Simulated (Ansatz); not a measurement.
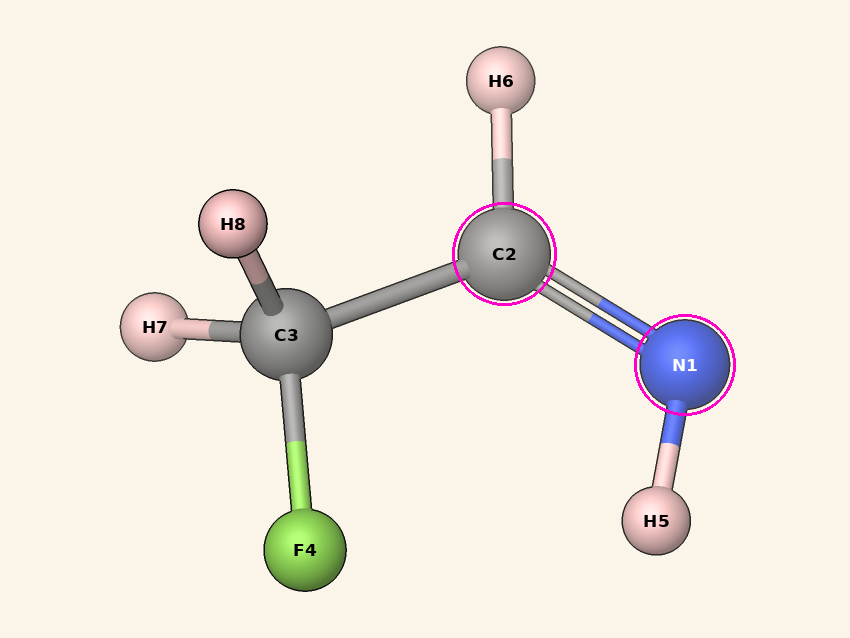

Atoms fade into the background with distance from the viewer. Circles mark the stereogenic atoms. Computed geometry: PBE-D4/def2-SVP optimisation. No frequency run is at hand to confirm it as a minimum.

Question: Assign CIP descriptors.

Answer: N1=C2: Z.

Question: Give a SMILES with the stereochemistry.

Answer: [H]/N=C\CF
